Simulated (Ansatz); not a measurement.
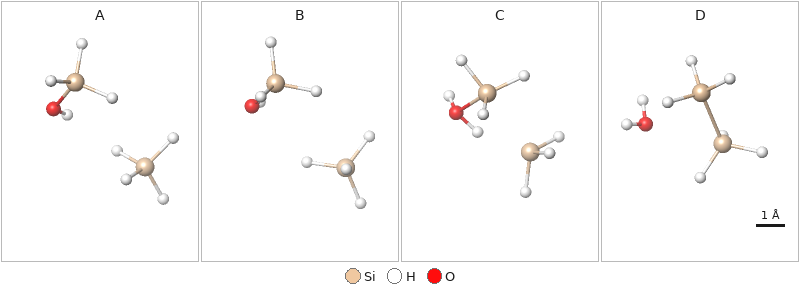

4 geometries from a converged minimum-energy path of Si₂H₈O, made up at the start of Si2H6 and H$_{2}$O, shuffled. A ball-and-stick model, seen from a free direction.

Method: RKS PBE0-D4/6-31G* (Ansatz 0.2.0). Run with 7 movable images; climbing image; force threshold 0.05 eV/Å; iteration limit 60; starting path through a guess of the saddle point.

**Which frame is the top of the path?**

C. In order along the path, whose images run from 0 to 8: D (image 0, 0.00 eV), C (image 4, +1.82 eV), B (image 6, −0.54 eV), A (image 7, −0.56 eV). Breaking: H–O (0.97 → 2.98 Å), Si–Si (2.34 → 4.02 Å). Forming: O–Si (3.03 → 1.66 Å), H–Si (3.48 → 1.49 Å).

Limits of the set-up: the start holds two separate molecules, 2.7 Å apart at their closest, whose relative position is a soft coordinate.

Cost: 11 min on 1 thread of Arm Neoverse V1, on a shared host, peak memory 0.14 GiB.
